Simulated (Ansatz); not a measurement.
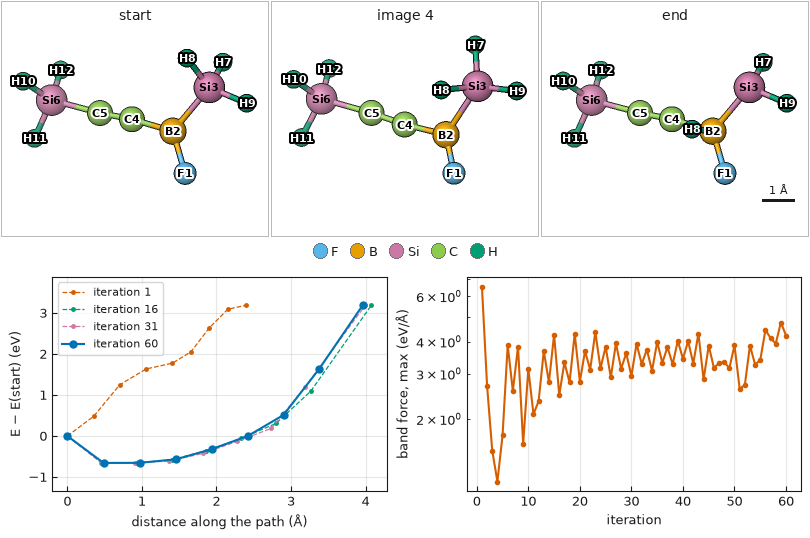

A search for the minimum-energy path of C$_{2}$H$_{6}$BFSi$_{2}$ by the nudged elastic band. Images are numbered from 0 (start) to 8 (end). The plot follows the band through its iterations. A ball-and-stick model, seen at a tilt.

Level of theory: RKS PBE/def2-SVP in Ansatz 0.2.0. Set-up: 7 movable images; climbing image; force threshold 0.03 eV/Å; iteration limit 60; starting path through a guess of the saddle point; end points as typed, not relaxed.

**Did the band converge, and can the barrier be trusted?**

The result isn't final. The band hadn't converged when the run stopped after 60 iterations. The largest component of the band force went from 6.6 to 4.2 eV/Å. The end points weren't relaxed, so energies relative to them aren't barriers between minima. The first iteration put the highest image at 3.19 eV. There is no barrier: the inner images dip to −0.66 eV relative to the start, below both ends (the end lies at +3.19 eV), so the ends aren't minima along this motion.

The run took 16 min on 2 threads of Intel(R) Xeon(R) Platinum 8259CL CPU @ 2.50GHz (Skylake/Cascade Lake) (shared host), peak memory 0.19 GiB.
